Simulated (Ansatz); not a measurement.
**F2···Br2 (SMILES FF.BrBr): density, localisation and related maps**

The calculation's input:

```
crystal:
  periodic: [false, false, false]
  atoms:
    - {symbol: F, position_ang: [0.206313, 0.352852, -1.285808]}
    - {symbol: F, position_ang: [0.030271, 0.036272, -2.617890]}
    - {symbol: Br, position_ang: [-0.680052, -1.177663, 2.086520]}
    - {symbol: Br, position_ang: [0.443468, 0.788541, 1.817178]}
basis:
  gaussian: {orbitals: "def2-TZVPPD.json"}
hamiltonian: {xc: pbe0, dispersion: d4}
output: {orbitals: {seedname: orbitals}}
```

Launched as:

```sh
ansatz run in.yaml --threads 4 --pin off --events-out ev --progress --plain --max-ram 9574MiB
```

Geometry: PBE0-D4/def2-TZVP.

Method: Ansatz, RKS PBE0-D4/def2-TZVPPD.

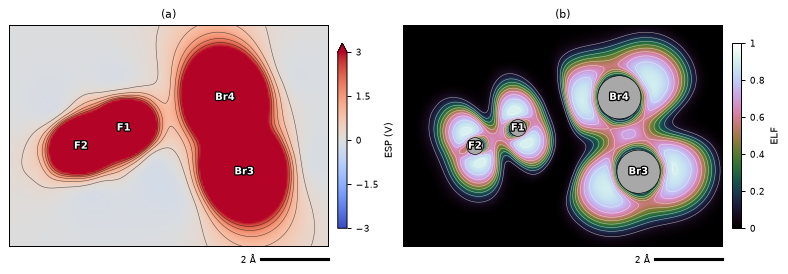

Figure 1. (a) molecular electrostatic potential; (b) ELF on the molecular plane. Grey discs cover the atomic cores in the ELF map.

What do the fields say about this system?

Answer.
- Atoms in the plane: F and Br.
- Br4···F1 (3.14 Å): the ELF dips to about 0 between them: a weak contact between the two molecules.
- F–F (1.38 Å): the ELF peaks at about 0.65 between the atoms.
- Br–Br (2.28 Å): the ELF peaks at about 0.75 between the atoms.
- The ELF also peaks beside Br3, F2, F1 and Br4, away from the bonds: lone-pair regions.
- The potential has no marked negative region in this plane.

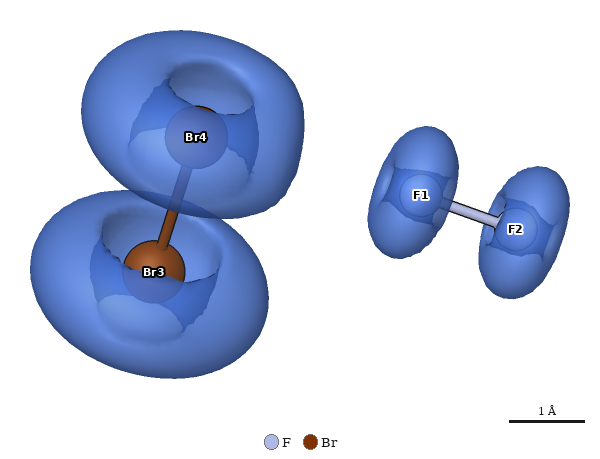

Figure 2. Isosurface of the ELF at 0.75 (blue), seen at a tilt. Core shells and regions of very low density are left out.

Describe the localisation domains.

Answer. The surface consists of two rings or bowls of non-bonding electrons around Br and two regions wrapped around F (its lone pairs, merged into a ring or cap).

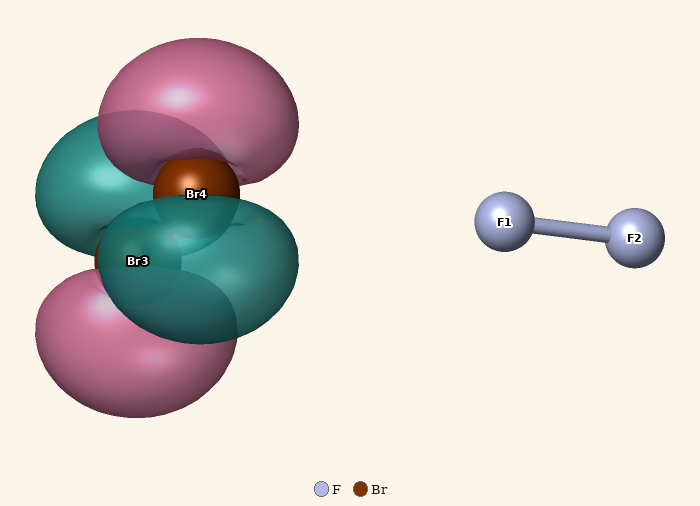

Figure 3. The HOMO at ±0.15 Å⁻³ᐟ² (teal and pink are the two phases), seen from one side.

Describe this orbital and give its energy.

Answer. Its weight (Hirshfeld) is mainly on Br3 (about 50 %) and Br4 (about 50 %); it changes sign across the molecular plane (π type); π-antibonding (a node) across Br3–Br4. Its energy is −8.19 eV.
